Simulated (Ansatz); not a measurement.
# Calculations on H4C2O

Part 1: Relaxation

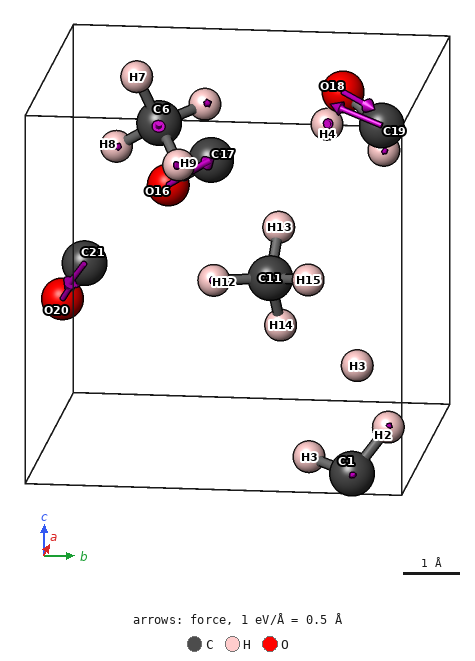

Starting geometry of an amorphous cell of composition H4C2O with the computed forces as purple arrows. A ball-and-stick model of the cell of the calculation, seen from a free direction.

The cell holds 3 CH4 + 3 CO. The run prepares the start of a later molecular dynamics calculation, from a guessed geometry.

These are results of Ansatz, DFT PBE-D3(BJ), scalar-relativistic, plane waves, PAW, not measurements. (plane-wave cutoff 420 eV; k-point mesh 1 × 1 × 1; occupations fermi dirac; smearing width 0.05 eV; no spin polarisation; atoms relaxed in a fixed cell; force threshold 0.3 eV/Å; at most 15 steps)

### Is this structure relaxed? If not, where do the atoms go?

It isn't relaxed: the largest force vector, on an O atom, is 2.78 eV/Å. The final displacements have little in common with the starting forces (cosine between the two patterns 0.20). The energy falls by 1.170 eV per cell of the calculation in 11 accepted moves (14 points after the start). The largest force component goes from 2.4 to 0.098 eV/Å. The line search rejected the trial step at point 6 of the run. 2 steps only repeated the SCF at the same geometry. The forces were under the threshold at step 9, but the run went on from there. An H atom moves most: 1.24 Å roughly along [0 3 1]. By element the largest moves are H 1.24 Å, C 1.17 Å, O 1.07 Å. The lattice vectors keep their values. Near-neighbour distances that change, for instance: C–O 1.150 → 1.135 Å, C–H 1.090 → 1.095 Å.

Limits of the set-up: the periodic images lie only 6.9 Å apart, so the values are limited by the cell's size.

Part 2: Dynamics

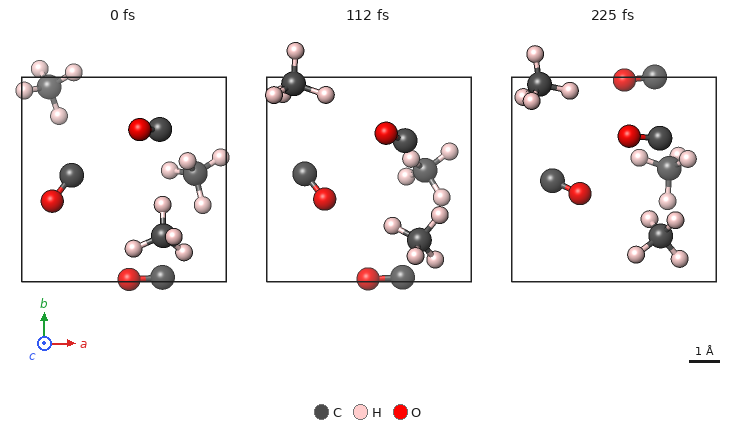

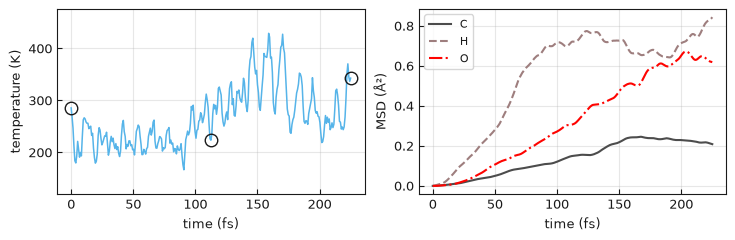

First-principles dynamics of a periodic cell with 3 CH4 + 3 CO at 0.672 g/cm³, 225 fs long. Frames and the history of the run. A ball-and-stick model of the simulation cell, seen along the c axis. Atoms that leave the cell re-enter on the other side.

Method: DFT PBE-D3(BJ), scalar-relativistic, plane waves, PAW in Ansatz. Settings: plane-wave cutoff 420 eV; k-point mesh 1 × 1 × 1; Fermi-Dirac smearing 0.05 eV; Langevin thermostat (NVT); set temperature 300 K; time step 0.75 fs; friction 0.02 per fs.

Input file:
```yaml
crystal:
  lattice:
    - [6.887311, 0.0, 0.0]
    - [0.0, 6.887311, 0.0]
    - [0.0, 0.0, 6.887311]
  atoms:
    - { symbol: C, position: [0.12922987, 0.94769612, 0.03305865] }
    - { symbol: H, position: [0.24967861, 1.0190461, 0.10869679] }
    - { symbol: H, position: [0.00780815, 0.93016618, 0.13419493] }
    - { symbol: H, position: [0.17759272, 0.80537743, -0.01897892] }
    - { symbol: H, position: [0.08327935, 1.03621487, -0.09059466] }
    - { symbol: C, position: [0.68764205, 0.22047883, 0.82819601] }
    - { symbol: H, position: [0.73856898, 0.21539413, 0.979028] }
    - { symbol: H, position: [0.54211324, 0.15737407, 0.81710253] }
    - { symbol: H, position: [0.78880071, 0.13915475, 0.73614891] }
    - { symbol: H, position: [0.68405666, 0.37200628, 0.77826015] }
    - { symbol: C, position: [0.84323724, 0.52465724, 0.37199455] }
    - { symbol: H, position: [0.87999287, 0.37024205, 0.38727389] }
    - { symbol: H, position: [0.80608998, 0.58539065, 0.51416154] }
    - { symbol: H, position: [0.71894463, 0.53962002, 0.27437719] }
    - { symbol: H, position: [0.96798064, 0.60321877, 0.31199011] }
    - { symbol: O, position: [0.14445878, 0.3893107, 0.74169025] }
    - { symbol: C, position: [0.23948403, 0.51573983, 0.69539894] }
    - { symbol: O, position: [0.57254282, 0.73921376, 1.00056546] }
    - { symbol: C, position: [0.67011443, 0.73984291, 0.86761552] }
    - { symbol: O, position: [0.52008384, 0.00700894, 0.39563064] }
    - { symbol: C, position: [0.68365939, 0.01686907, 0.37757153] }
basis:
  ecutwfc: 420.0
kpoints:
  mp_grid: { grid: [1, 1, 1] }
hamiltonian:
  xc: pbe
  dispersion: d3bj
scf:
  occupations: { method: fermi_dirac, width: 0.05 }
  lower_state_search: "off"
md:
  timestep: 0.75
  n_steps: 300
  ensemble: nvt_langevin
  temperature: 300.0
  initial_velocities: maxwell_boltzmann
  seed: 859679
  friction: 0.02
```

Run as
```bash
ansatz run input.yaml --threads 1 --pin off --max-ram 3072MiB --backend cpu --events-out ev --progress --plain --runs-dir out
```

Q: What do the frames and curves show?

A: Root-mean-square distances from the starting positions over the second half, with the common drift of all atoms taken out: H 0.85 Å, O 0.72 Å, C 0.46 Å. The heavy atoms stay within a fraction of a molecule's size of their starting places; so short a run doesn't tell a liquid from a solid. The mean temperature in the second half is 306 K (standard deviation 49 K). The potential energy in the second half lies on average 30.3 meV per atom above the first frame.

Limits of the set-up: the periodic images lie only 6.9 Å apart, so the values are limited by the cell's size.

The run took 7.1 min on 1 thread of Arm Neoverse V1, with other jobs on the host, peak memory 0.36 GiB.

Part 3: Energy conservation

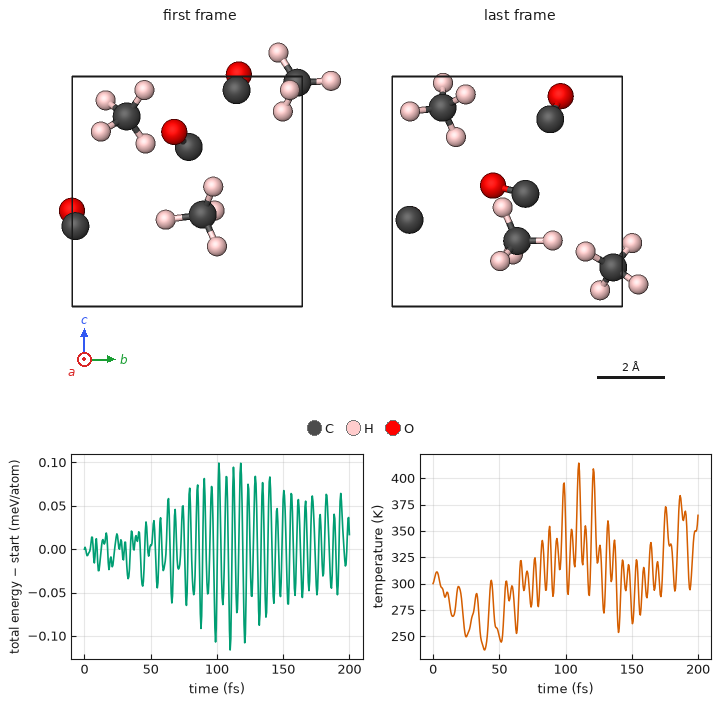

Molecular dynamics of a periodic cell with 3 CH4 + 3 CO at 0.672 g/cm³, 200 fs long. It starts from the last geometry of an earlier run, with fresh velocities. A ball-and-stick model of the simulation cell, seen along the a axis.

Level of theory: DFT PBE-D3(BJ), scalar-relativistic, plane waves, PAW (Ansatz 0.2.0). Run with plane-wave cutoff 420 eV; k-point mesh 1 × 1 × 1; Fermi-Dirac smearing 0.05 eV; constant energy (NVE); velocities drawn for 300 K; time step 0.5 fs.

**Check the integration.**

The total energy stays between −0.12 and 0.099 meV per atom of its start. A straight-line fit has a slope that amounts to +0.0092 meV per atom over 200 fs (under 0.1 % of the mean kinetic energy), and the ripple about it is 1.0 % of the kinetic energy's fluctuation. With a drift under 2 % and a ripple under 7 %, the integration is accurate. The mean temperature in the second half is 324 K (standard deviation 33 K). The potential energy in the second half lies on average 2.9 meV per atom below the first frame.

Limits of the set-up: the periodic images lie only 6.9 Å apart, so the values are limited by the cell's size.

Cost: 7.7 min on 1 thread of Arm Neoverse V1, on a shared host, peak memory 0.36 GiB.
